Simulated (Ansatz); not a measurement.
# Response to strain in ZrO2

Base system: ZrO2 (space group P4_2/nmc, No. 137; a = 3.621 Å, c = 5.283 Å).

Strains are applied to the cell and any free atomic positions relax.

All numbers come from plane-wave PAW DFT at the PBE level (Ansatz, an electronic-structure program, 420 eV), spin-orbit coupling left out.

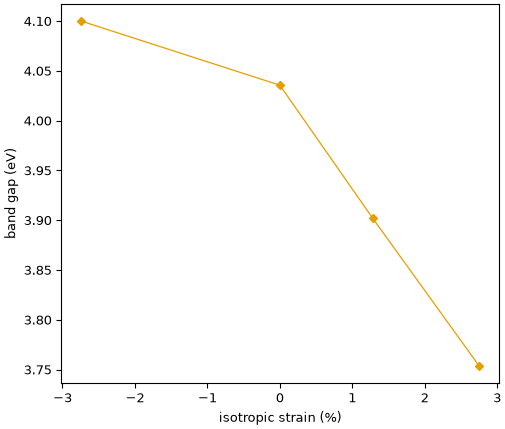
Figure. Band gap against isotropic strain

```json
[
 {"isotropic strain (%)": "-2.74", "band gap": "4.10 eV"},
 {"isotropic strain (%)": "1.28", "band gap": "3.90 eV"},
 {"isotropic strain (%)": "2.75", "band gap": "3.75 eV"}
]
```

Stability against distortions was not tested. This is not the structure that ZrO2 has at room temperature and ambient pressure.
